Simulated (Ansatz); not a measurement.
CH4AlF

```yaml
atoms:
  - { symbol: F, position_ang: [-1.7439, 0.3160, -0.6504] }
  - { symbol: C, position_ang: [-0.6060, -0.4669, -0.4343] }
  - { symbol: Al, position_ang: [0.8161, 0.5187, 0.5298] }
  - { symbol: H, position_ang: [-0.2572, -0.8266, -1.4121] }
  - { symbol: H, position_ang: [-0.9182, -1.3660, 0.1147] }
  - { symbol: H, position_ang: [0.6070, 2.0235, 0.9746] }
  - { symbol: H, position_ang: [2.1635, -0.2669, 0.8320] }
```

Geometry: PBE0-D4/def2-TZVP.

All numbers below come from RKS PBE0-D4/def2-TZVPP (Ansatz 0.2.0).

Question: What will maps of the electron density and electron localisation function show?

Answer: C–F (1.40 Å): ρ is about 2 e/Å³ halfway, with its minimum of 1.6 e/Å³ about 0.5 Å from C; the ELF peaks at about 0.80 between the atoms; a shared but strongly polarised pair.
C–Al (1.98 Å): the density is about 0.73 e/Å³ at the midpoint; the ELF peaks at about 1 between the atoms, as expected for a polar covalent bond.
Al–H (1.58 Å): ρ at the midpoint is about 0.57 e/Å³; the ELF climbs to about 1 towards the hydrogen.

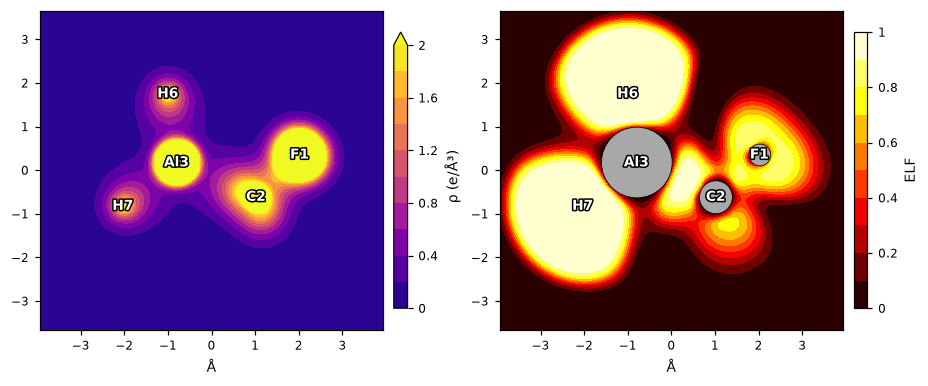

Computed electron density and electron localisation function on the plane of atoms F1, C2 and Al3, in this order. Grey discs cover the atomic cores in the ELF map. 
